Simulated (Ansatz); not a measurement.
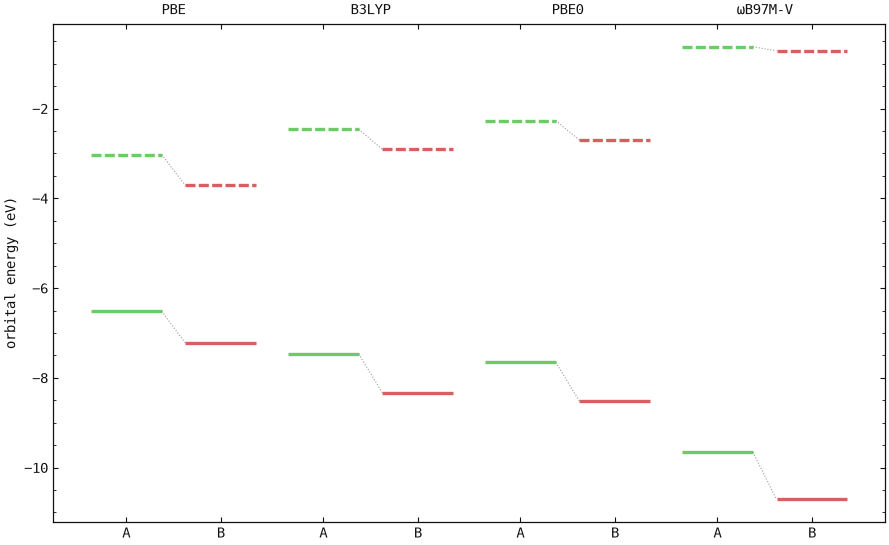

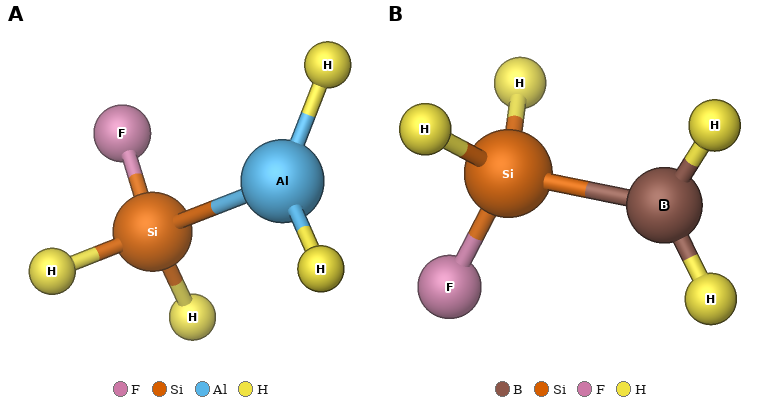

One change: A, AlSiH₄F (SMILES F[SiH2][AlH2]), becomes B, BSiH₄F (SMILES B[SiH2]F). AlH₂ on Si is replaced by BH₂. HOMO (solid) and LUMO (dashed) computed in def2-TZVPP at PBE0-D4/def2-TZVP geometries, both minima by their frequencies, gas phase, the Ansatz code.

Question: What does the change do to HOMO and LUMO?

Answer: PBE: the HOMO falls by 0.71 eV, the LUMO falls by 0.69 eV, and the separation goes from 3.49 to 3.51 eV. B3LYP: the HOMO falls by 0.87 eV, the LUMO falls by 0.45 eV, and the separation goes from 5.01 to 5.43 eV. PBE0: the HOMO falls by 0.87 eV, the LUMO falls by 0.43 eV, and the separation goes from 5.38 to 5.82 eV. ωB97M-V: the HOMO falls by 1.05 eV, the LUMO falls by 0.09 eV, and the separation goes from 9.03 to 10.00 eV.

Question: Do the functionals agree on the effect?

Answer: They agree on the direction for both levels; the HOMO shift lies between −1.05 and −0.71 eV and the LUMO shift between −0.69 and −0.09 eV, while the separations themselves differ by up to 6.5 eV between functionals.
